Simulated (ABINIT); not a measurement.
Band structure of Al (Fm-3m, 1 atom in the cell).

```
Al
1.0
    0.00000     2.00272     2.00272
    2.00272     0.00000     2.00272
    2.00272     2.00272     0.00000
Al
1
Direct
  0.00000   0.00000   0.00000
```

Computed with PBE, norm-conserving pseudopotentials (PseudoDojo nc-sr-05 PBE standard) (plane waves; ABINIT 10.0.3).

Settings: pseudos = [Al.upf]; ecut = 544 eV; occopt = 3; tsmear = 0.00367493 Ha; ngkpt = 14 14 14; nshiftk = 1; shiftk = 0 0 0; potentials = PseudoDojo nc-sr-05 PBE standard; kptopt = 1; nstep = 60; toldfe1 = 1e-09 Ha; ndtset = 2; getden2 = 1.

The starting cell has typed, rounded lattice constants, without a prior relaxation at this level. Its lattice was rescaled by a random factor within 2.5 % of one.

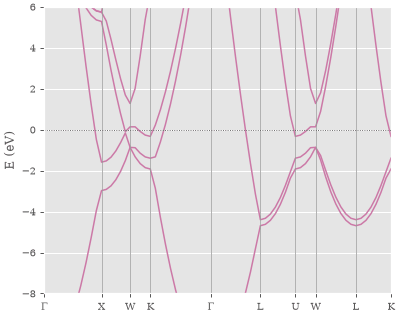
Figure: Bands along the path, energies from the Fermi level.

Levels in eV from the Fermi level, bands 1 to 6:
```tsv
point	1	2	3	4	5	6
Γ	-11.31	12.78	12.78	12.78	14.46	14.46
X	-2.98	-1.59	5.28	5.74	5.74	9.34
W	-0.87	-0.87	0.14	1.28	16.07	16.07
K	-1.92	-1.39	-0.33	6.72	8.37	15.99
L	-4.69	-4.40	11.60	11.60	11.70	11.70
U	-1.92	-1.39	-0.33	6.72	8.37	15.99
```

Bands cross the Fermi level along this path, so the cell is metallic at this level.
